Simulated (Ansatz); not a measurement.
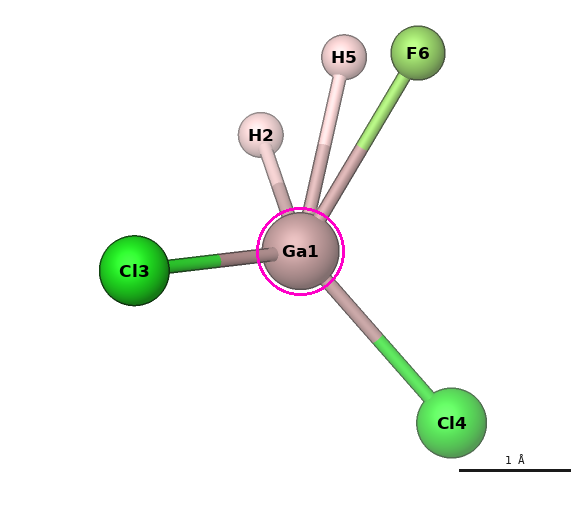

Figure made from data computed with Ansatz.

Orthographic view. Atoms fade into the background with distance from the viewer. Geometry: start.

**Which atoms are bonded to the circled atom?**

The circled atom is Ga1; it is bonded to H2, Cl3, Cl4, H5, F6.

**Which atom is nearest the viewer?**

Cl3, 1.6 Å in front of the mean position.

**Which atom is farthest from the viewer?**

H2, 1.2 Å behind the mean position.

**Which two atoms are farthest apart in space?**

Cl3 and Cl4, 3.73 Å.
